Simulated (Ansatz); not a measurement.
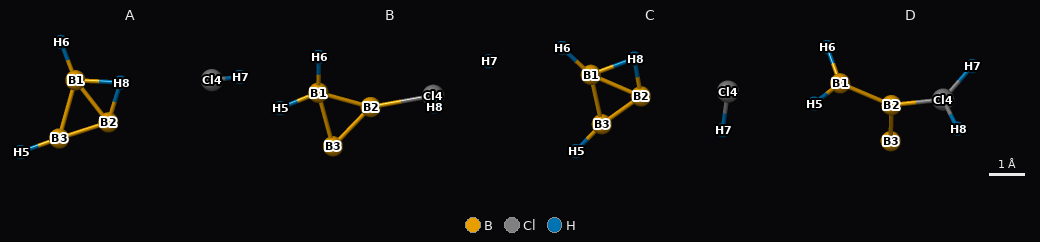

4 geometries from one relaxation of B3H4Cl, in shuffled order. A ball-and-stick model, seen from a free direction.

It is one of the separated reactants of a reaction.

Method: Ansatz 0.2.0, RKS PBE-D4/def2-SVP. Settings: force threshold 0.03 eV/Å; at most 250 steps.

Put them in the order of the run, from the start to the converged end.

D, B, A, C. They are steps 0, 19, 39, 60, at +921.0 kJ/mol, +569.5 kJ/mol, +29.1 kJ/mol relative to the last. H8 moves most after the best rigid fit: 2.80 Å. Largest moves by element: H 2.80 Å, B 1.53 Å, Cl 1.31 Å. Among the contacts that change: B1–H8 3.840 → 1.398 Å, B3–H5 3.555 → 1.201 Å, Cl4–H8 1.330 → 2.875 Å, B1–H5 1.198 → 2.636 Å. New bonds form: B1–B3 (2.88 → 1.69 Å), B1–H8 (3.84 → 1.40 Å), B3–H5 (3.56 → 1.20 Å). Bonds break: B1–H5 (1.20 → 2.64 Å), B2–Cl4 (1.65 → 2.54 Å), Cl4–H8 (1.33 → 2.87 Å). Bond angles that change, for instance: B1–B2–B3 114.0° → 66.2°, B2–B1–H6 121.4° → 158.1°. Over 57 accepted moves (60 points after the start) the energy falls by 921.0 kJ/mol. Largest force component: 3.4 eV/Å at the start, 0.023 eV/Å at the end. The line search rejected the trial steps at points 22, 51, 54 of the run.
